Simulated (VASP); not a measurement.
Band structure of GeSe (space group Pnma). All values below come from PBE GGA, VASP's PBE PAW potentials (set 64) (plane waves; VASP).

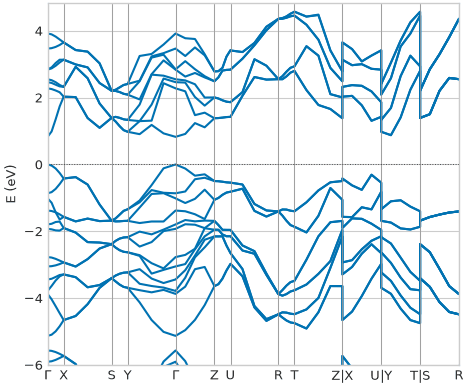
Figure. Bands along high-symmetry lines, zero at the valence-band maximum or, without a gap, the Fermi level

Problem. Read the plot: is there a gap, and where are the band edges?

Solution. The gap is direct, 0.83 eV, from the valence maximum at Γ to the conduction minimum at Γ.

The structure comes from a computed database's GeSe entry; how it stands against other phases isn't given here. The cell was not relaxed at this level. The k-mesh is coarse (spacing up to 0.56 per Å, 2π included), so the numbers may not be converged in it.
